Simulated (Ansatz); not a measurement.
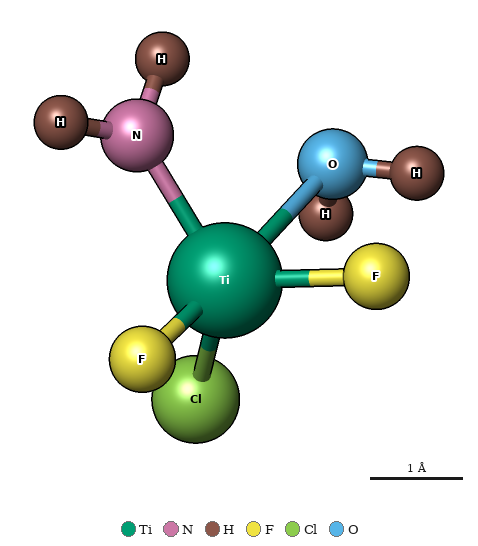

*The structure as given in the input (ball-and-stick view, seen at a tilt). Sticks mark near contacts.*

Nudged elastic band of TiNH4ClOF2 (part 1 of 2)

The run: nudged elastic band of TiNH4ClOF2. Method and program: RKS B3LYP-D4/def2-SVP (Ansatz 0.2.0).

The run did not end well. One setting was made poor on purpose. It belongs to a series of runs on one base structure; here: band between the two ends.

### Output
```
Engine: ansatz 0.2.0, x86_64-unknown-linux-gnu
Functional definition: B3LYP
  parameter a0 = 0.2
  parameter ax = 0.72
  parameter ac = 0.81
  exchange = (1 - a0 - ax)*slater_x + ax*b88_x + a0*exact_x
  correlation = (1 - ac)*vwn_rpa_c + ac*lyp_c
1372 factors; integrals over basis functions are off by at most 4.3e-4 eV
mean field evaluation 1: about -44652.2743 eV, gradient 9.2e1 eV
mean field evaluation 2: about -44369.9198 eV, gradient 4.1e2 eV
mean field evaluation 4: about -44665.1260 eV, gradient 4.0e1 eV
mean field evaluation 8: about -44668.0549 eV, gradient 1.6e-1 eV
mean field evaluation 16: about -44668.0978 eV, gradient 1.1e-3 eV
mean field -44668.09782486 eV, -1641.5223179396 hartree, gradient 4.5e-5 eV, S^2 0.000000; 0 other end points of the search recorded, 0 dependent functions left out
the calculation of the forces begins
reference -44668.09818930 eV, -1641.5223313325 hartree; 38, 38 occupied and 87, 87 virtual orbitals, 1372 factors
1367 factors; integrals over basis functions are off by at most 8.4e-4 eV
mean field evaluation 32: about -44668.7971 eV, gradient 3.1e-2 eV
mean field -44668.79708068 eV, -1641.5480151169 hartree, gradient 4.6e-5 eV, S^2 0.000000; 0 other end points of the search recorded, 0 dependent functions left out
[... from here on the field's lines of each further geometry are left out, up to the last ...]
NEB iter   1: max|band force component| = 6.762e1 eV/Å  barrier→ = 13.7115 eV  barrier← = 14.3507 eV  Δτ_max = 0.5000 Å  (303 SCF iters)
NEB iter   2: max|band force component| = 7.027e1 eV/Å  barrier→ = 11.6007 eV  barrier← = 12.2400 eV  Δτ_max = 0.2390 Å  (270 SCF iters)
NEB iter   3: max|band force component| = 5.661e0 eV/Å  barrier→ = 4.3709 eV  barrier← = 5.0102 eV  Δτ_max = 0.0318 Å  (267 SCF iters)
NEB iter   4: max|band force component| = 5.428e0 eV/Å  barrier→ = 4.0624 eV  barrier← = 4.7016 eV  Δτ_max = 0.5000 Å  (250 SCF iters)
NEB iter   5: max|band force component| = 2.856e1 eV/Å  barrier→ = 3.7648 eV  barrier← = 4.4040 eV  Δτ_max = 0.4309 Å  (272 SCF iters)
NEB iter   6: max|band force component| = 3.931e1 eV/Å  barrier→ = 6.4037 eV  barrier← = 7.0429 eV  Δτ_max = 0.5000 Å  (265 SCF iters)
NEB iter   7: max|band force component| = 5.177e0 eV/Å  barrier→ = 4.0145 eV  barrier← = 4.6537 eV  Δτ_max = 0.0543 Å  (273 SCF iters)
NEB iter   8: max|band force component| = 4.747e0 eV/Å  barrier→ = 3.5431 eV  barrier← = 4.1824 eV  Δτ_max = 0.5000 Å  (254 SCF iters)
NEB iter   9: max|band force component| = 2.133e1 eV/Å  barrier→ = 4.6876 eV  barrier← = 5.3268 eV  Δτ_max = 0.3147 Å  (260 SCF iters)
NEB iter  10: max|band force component| = 1.128e1 eV/Å  barrier→ = 2.1357 eV  barrier← = 2.7750 eV  Δτ_max = 0.1104 Å  (266 SCF iters)
NEB iter  11: max|band force component| = 4.828e0 eV/Å  barrier→ = 1.4312 eV  barrier← = 2.0704 eV  Δτ_max = 0.0864 Å  (230 SCF iters)
NEB iter  12: max|band force component| = 3.513e0 eV/Å  barrier→ = 1.2154 eV  barrier← = 1.8547 eV  Δτ_max = 0.1459 Å  (224 SCF iters)
NEB iter  13: max|band force component| = 1.222e1 eV/Å  barrier→ = 1.4647 eV  barrier← = 2.1039 eV  Δτ_max = 0.1837 Å  (250 SCF iters)
NEB iter  14: max|band force component| = 1.023e1 eV/Å  barrier→ = 1.3458 eV  barrier← = 1.9850 eV  Δτ_max = 0.0731 Å  (225 SCF iters)
NEB iter  15: max|band force component| = 2.723e0 eV/Å  barrier→ = 1.1192 eV  barrier← = 1.7584 eV  Δτ_max = 0.0347 Å  (207 SCF iters)
NEB iter  16: max|band force component| = 1.134e0 eV/Å  barrier→ = 1.1072 eV  barrier← = 1.7464 eV  Δτ_max = 0.0194 Å  (213 SCF iters)
NEB iter  17: max|band force component| = 1.644e0 eV/Å  barrier→ = 1.0829 eV  barrier← = 1.7221 eV  Δτ_max = 0.0236 Å  (223 SCF iters)
NEB iter  18: max|band force component| = 8.709e-1 eV/Å  barrier→ = 1.0620 eV  barrier← = 1.7012 eV  Δτ_max = 0.0225 Å  (216 SCF iters)
NEB iter  19: max|band force component| = 1.958e0 eV/Å  barrier→ = 1.0217 eV  barrier← = 1.6610 eV  Δτ_max = 0.0316 Å  (246 SCF iters)
NEB iter  20: max|band force component| = 1.624e0 eV/Å  barrier→ = 1.0032 eV  barrier← = 1.6424 eV  Δτ_max = 0.0095 Å  (214 SCF iters)
NEB iter  21: max|band force component| = 1.404e0 eV/Å  barrier→ = 0.9873 eV  barrier← = 1.6265 eV  Δτ_max = 0.3498 Å  (208 SCF iters)
NEB iter  22: max|band force component| = 7.793e0 eV/Å  barrier→ = 1.4034 eV  barrier← = 2.0427 eV  Δτ_max = 0.1350 Å  (268 SCF iters)
NEB iter  23: max|band force component| = 1.262e0 eV/Å  barrier→ = 0.5502 eV  barrier← = 1.1894 eV  Δτ_max = 0.0368 Å  (238 SCF iters)
NEB iter  24: max|band force component| = 1.515e0 eV/Å  barrier→ = 0.5432 eV  barrier← = 1.1825 eV  Δτ_max = 0.0220 Å  (230 SCF iters)
NEB iter  25: max|band force component| = 1.052e0 eV/Å  barrier→ = 0.5377 eV  barrier← = 1.1769 eV  Δτ_max = 0.0101 Å  (217 SCF iters)
NEB iter  26: max|band force component| = 8.284e-1 eV/Å  barrier→ = 0.5316 eV  barrier← = 1.1708 eV  Δτ_max = 0.0985 Å  (208 SCF iters)
NEB iter  27: max|band force component| = 1.000e0 eV/Å  barrier→ = 0.4726 eV  barrier← = 1.1119 eV  Δτ_max = 0.0154 Å  (249 SCF iters)
NEB iter  28: max|band force component| = 5.269e-1 eV/Å  barrier→ = 0.4568 eV  barrier← = 1.0960 eV  Δτ_max = 0.0253 Å  (217 SCF iters)
NEB iter  29: max|band force component| = 7.391e-1 eV/Å  barrier→ = 0.4251 eV  barrier← = 1.0643 eV  Δτ_max = 0.0132 Å  (225 SCF iters)
NEB iter  30: max|band force component| = 4.757e-1 eV/Å  barrier→ = 0.4254 eV  barrier← = 1.0647 eV  CI = image 3  Δτ_max = 0.0071 Å  (211 SCF iters)
NEB iter  31: max|band force component| = 5.573e-1 eV/Å  barrier→ = 0.4304 eV  barrier← = 1.0696 eV  CI = image 3  Δτ_max = 0.0081 Å  (198 SCF iters)
NEB iter  32: max|band force component| = 5.726e-1 eV/Å  barrier→ = 0.4354 eV  barrier← = 1.0747 eV  CI = image 3  Δτ_max = 0.0082 Å  (199 SCF iters)
NEB iter  33: max|band force component| = 5.800e-1 eV/Å  barrier→ = 0.4403 eV  barrier← = 1.0795 eV  CI = image 3  Δτ_max = 0.0083 Å  (199 SCF iters)
NEB iter  34: max|band force component| = 5.771e-1 eV/Å  barrier→ = 0.4450 eV  barrier← = 1.0843 eV  CI = image 3  Δτ_max = 0.5000 Å  (199 SCF iters)
NEB iter  35: max|band force component| = 4.551e0 eV/Å  barrier→ = 1.4437 eV  barrier← = 2.0829 eV  CI = image 3  Δτ_max = 0.0776 Å  (267 SCF iters)
NEB iter  36: max|band force component| = 1.361e0 eV/Å  barrier→ = 0.8711 eV  barrier← = 1.5103 eV  CI = image 3  Δτ_max = 0.0368 Å  (244 SCF iters)
NEB iter  37: max|band force component| = 1.153e0 eV/Å  barrier→ = 0.7783 eV  barrier← = 1.4176 eV  CI = image 3  Δτ_max = 0.0299 Å  (237 SCF iters)
NEB iter  38: max|band force component| = 9.685e-1 eV/Å  barrier→ = 0.7081 eV  barrier← = 1.3473 eV  CI = image 3  Δτ_max = 0.0724 Å  (231 SCF iters)
NEB iter  39: max|band force component| = 9.134e-1 eV/Å  barrier→ = 0.6575 eV  barrier← = 1.2967 eV  CI = image 3  Δτ_max = 0.0464 Å  (251 SCF iters)
NEB iter  40: max|band force component| = 1.565e0 eV/Å  barrier→ = 0.7232 eV  barrier← = 1.3624 eV  CI = image 3  Δτ_max = 0.0282 Å  (253 SCF iters)
NEB iter  41: max|band force component| = 1.033e0 eV/Å  barrier→ = 0.6967 eV  barrier← = 1.3359 eV  CI = image 3  Δτ_max = 0.0102 Å  (223 SCF iters)
the calculation of the forces begins
reference -44668.16143959 eV, -1641.5246557375 hartree; 38, 38 occupied and 87, 87 virtual orbitals, 1372 factors
these checks for a lower state are left out or cut short: starts, cluster_reference, orbital_swaps, neighbouring_geometries, increment
1369 factors; integrals over basis functions are off by at most 1.1e-3 eV
mean field -44668.39548152 eV, -1641.5332566201 hartree, gradient 8.1e-5 eV, S^2 0.000000; 0 other end points of the search recorded, 0 dependent functions left out
the calculation of the forces begins
reference -44668.39584562 eV, -1641.5332700003 hartree; 38, 38 occupied and 87, 87 virtual orbitals, 1369 factors
NEB iter  42: max|band force component| = 6.504e-1 eV/Å  barrier→ = 0.6934 eV  barrier← = 1.3326 eV  CI = image 3  Δτ_max = 0.0557 Å  (202 SCF iters)
```

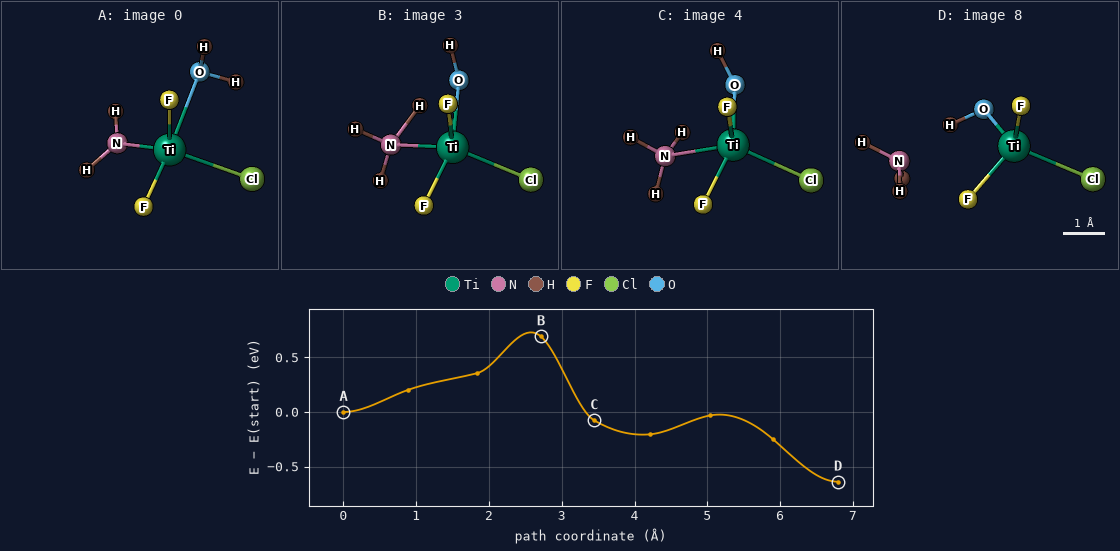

*Images of the last band (counted from 0; ball-and-stick, seen at a tilt) above the energy along the path; the line is a cubic interpolation that uses the forces.*

The highest image is number 3, 0.693 eV above the start and 1.333 eV above the end (the climbing image); the end lies 0.639 eV below the start. A further maximum stands at image 6, −0.032 eV from the start. The path is 6.79 Å long. The band had not converged after 42 iterations.

```
Unfinished report: {"positions_ang":[[0.10841798990651982,0.35462063678900607,0.12075451200950942],[-0.05129525516294373,0.09976479792943341,2.1585781338736236],[-0.9533661263137183,-0.2497218564780814,2.5224388677257283],[0.6583046862648133,-0.5096904315910402,2.566692257138894],[1.6621500354290628,0.038965699474272524,-0.6010319925695013],[-1.3684404262165173,1.6597092156852182,-0.8578553214603454],[-0.6376039420681906,-1.2209834440979341,-0.13541014515704103],[0.9608208568411705,1.9310971668499006,1.1484296395406688],[1.9254716486820012,1.9936795450604656,1.1634312530139284],[0.4269435226378021,1.2708576703787569,2.1024717858845348]],"unchecked":["starts","cluster_reference","orbital_swaps","neighbouring_geometries","increment"],"mean_field":{"relativity":"none","state":{"energy":{"ev":-44667.41094157268,"hartree":-1641.4970754442313},"converged":true,"gradient_ev":0.000022140941808113564,"stability":{"kind":"minimum","curvature_ev":20.61533062106446},"curvature_floor_ev":0.00030000000000000003,"spin_squared":-4.973799150320701e-14},"others":[],"fillings":{"estimated":0,"unestimated":0,"tried":0,"untried":0,"excluded_magnetic_sites":0},"n_dropped_functions":0,"n_trapped_functions":0,"passes":{"evaluations":4,"products":33},"factors":{"origin":"Cholesky decomposition","count":1372,"bound_ev":0.0011766921342110392},"gradient_stop_ev":0.00009,"reference_kind":"stationary","functional":{"name":"B3LYP","citations":["Stephens, Devlin, Chabalowski & Frisch, J. Phys. Chem. 98, 11623 (1994) doi:10.1021/j100096a001","Becke, Phys. Rev. A 38, 3098 (1988) doi:10.1103/PhysRevA.38.3098","Lee, Yang & Parr, Phys. Rev. B 37, 785 (1988) doi:10.1103/PhysRevB.37.785","Vosko, Wilk & Nusair, Can. J. Phys. 58, 1200 (1980) doi:10.1139/p80-159"],"text":"name \"B3LYP\"\ncite \"Stephens, Devlin, Chabalowski & Frisch, J. Phys. Chem. 98, 11623 (1994) doi:10.1021/j100096a001\"\ncite \"Becke, Phys. Rev. A 38, 3098 (1988) doi:10.1103/PhysRevA.38.3098\"\ncite \"Lee, Yang & Parr, Phys. Rev. B 37, 785 (1988) doi:10.1103/PhysRevB.37.785\"\ncite \"Vosko, Wilk & Nusair, Can. J. Phys. 58, 1200 (1980) doi:10.1139/p80-159\"\nparameter a0 = 0.2\nparameter ax = 0.72\nparameter ac = 0.81\nexchange = (1 - a0 - ax)*slater_x + ax*b88_x + a0*exact_x\ncorrelation = (1 - ac)*vwn_rpa_c + ac*lyp_c\n","parameters":{"a0":{"value":0.2,"default":0.2},"ac":{"value":0.81,"default":0.81},"ax":{"value":0.72,"default":0.72}},"final_grid":{"core_spheres":13.0,"valence_spheres":11.0,"degree":36.0},"final_grid_parameter_source":"default","radial_points_factor":1.0,"radial_grid_error_ev":6.729326096032238e-7,"grid_sensitivity":"normal","grid_sensitivity_ratio":0.0013437628806248659},"unsmoothed_excess_ev":-0.0003673755938542642,"symmetry":{"irreps":["A"],"axes":[[0.999697510619173,0.023016965942902073,0.008666402980005448],[-0.023168674483125182,0.9995725244645519,0.017832017784253293],[-0.008252259358717779,-0.01802741285781817,0.9998034369820552]],"occupied":[{"A":38},{"A":38}]},"held":{"pivots":1372,"left_out":0,"joined":0},"density_repulsion":{"missed_ev":0.00001872564731451138,"excess_ev":8.004038335212459e-8,"most_excess_ev":0.0002052,"are_drawn_again":false,"n_first_factors":1372,"energy_change_ev":0.0,"n_dropped_ends":0}},"factors":{"origin":"Cholesky decomposition","count":1372,"bound_ev":0.0011766921342110392},"n_frozen":0,"n_occupied":[38,38],"n_virtual":[87,87],"reference":{"ev":-44667.41094157268,"hartree":-1641.4970754442313},"dispersion":{"energy":{"ev":-0.3872136036438278,"hartree":-0.014229837471103403},"switches_in_reach":[]},"total":{"ev":-44667.79815517632,"hartree":-1641.5113052817023},"forces_ev_per_angstrom":[[0.2042670289377918,0.16100144220513132,-0.12116016861755957],[-0.5104733860875078,0.1425574908114418,0.6700326082070275],[0.2842408718439784,0.3576256404693985,-0.17112732754900362],[0.1820887578991206,-0.1061082123776513,-0.08501376109592919],[0.02602338750821155,-0.007337878200637197,-0.21308165725376285],[-0.028126411141811636,-0.010180922233048634,-0.09939902861860168],[0.09426580135545315,0.10208417901882501,0.13951689231987693],[-0.10765729001668864,-0.09470391773131977,0.1045363616253653],[0.04050931866462405,0.08154740534455614,-0.0801859033109667],[-0.1851380789584836,-0.6264852273049168,-0.1441180157062852]],"charge_distribution":{"dipole_moment_e_ang":[0.2770505909246642,-0.13174305156934793,0.7777074176934723],"mulliken_charges_e":[0.9435752001410727,-0.3407375059620392,0.14598878727496134,0.13772722416016037,-0.34813135006623774,-0.19671465475664718,-0.3603858863684515,-0.4256402920632709,0.18651031088441927,0.25780816675606266],"lowdin_charges_e":[-0.5266608624102069,0.18215146280958372,0.021009013606191784,0.014733472464500963,0.038929447262425754,0.19286380862747166,0.01378551159285557,0.08590970185350422,-0.023461156604974498,0.0007396007986620878]},"n_threads":4,"memory_gib":4.261363637633622,"seconds":{"hamiltonian":4.975164166,"orbitals":0.0,"second_order":0.0,"solver_start":0.0,"cycles":0.0,"cycle":0.0,"perturbative":0.0,"full_ci_increment":0.0,"forces":0.0}}
this run last wrote the band of iteration 42 to [file]
Error: NEB band did not converge after 42 iterations: max|band force component| = 6.50e-1 eV/Å (threshold 5.0e-2); raise `neb.max_iterations` in a new run, which can start from the last band evaluated (`neb.initial_path`, with `crystal.atoms` and `neb.final_atoms` set to its first and last images), add images, or start from endpoints closer to local minima. Where this run's directory can be resumed (`checkpoint.write`), a resume goes on for up to `neb.max_iterations` more; to start a new run from the last band, take its images' positions from the `neb_iteration` event of iteration 42 (`data.images[].positions_ang`), in the event stream of the run that computed that iteration (not this run's, if it was resumed behind it). With `checkpoint.write`, `steps/00-neb/state/checkpoint.json` in the run directory holds the last saved band, under `neb.evaluated.images[].positions_ang` (a band under a hybrid functional on support functions is neither saved nor resumed: `neb.initial_path` says where its path is): check the last entry of `neb.iterations` there, which is earlier than 42 if that iteration was not saved or its write failed. If the band's step has no `state` directory and holds `state.next`, a write was cut short, and the file is under `state.next` instead (behind a loss of power it can be under `state.prev`)
this run wrote the band of iteration 42 to [file] as well, whether or not its events were kept: a new run's `neb.initial_path` can list its `images[].positions_ang`
a run's events are kept only if it was started with --events-out <file>, and are in that file
```
